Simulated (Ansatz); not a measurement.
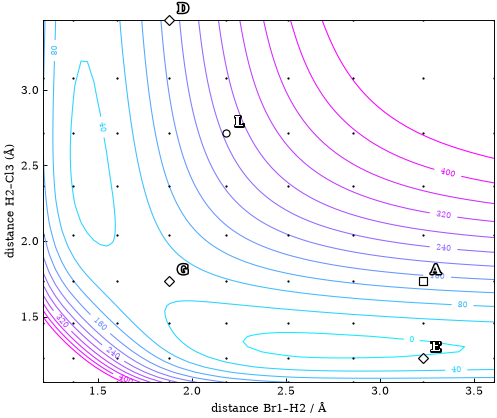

The system Br⁻ + HCl. The first coordinate is: distance Br1–H2; the second: distance H2–Cl3. Nothing is relaxed (the angle Br1–H2–Cl3 is fixed at 120 degrees). The grid has 9 × 9 points. Energies are in kJ/mol, from the lowest grid point. The reference is spin-restricted, so regions where a bond is pulled apart into radicals lie too high. All numbers below come from RKS wB97X-V/def2-TZVPD in Ansatz 0.2.0.

The picture shows contour lines labelled in kJ/mol (none above 440), dots at the grid points, lettered points. Between grid points the surface is interpolated.

Question: Is G the lowest point of the computed grid?

Answer: No. G lies 53 kJ/mol above the lowest grid point, which is at distance Br1–H2 = 2.859 Å, distance H2–Cl3 = 1.225 Å.

Question: What kind of point is each of A, L: minimum, saddle, maximum or slope?

Answer: A: on a slope; L: on a slope. (In these two coordinates alone; a stationary point may lie a little off the grid point.)

Question: Rank the lettered points by energy, lowest first.

Answer: E (3.5 kJ/mol), G (53 kJ/mol), A (143 kJ/mol), D (178 kJ/mol), L (247 kJ/mol).
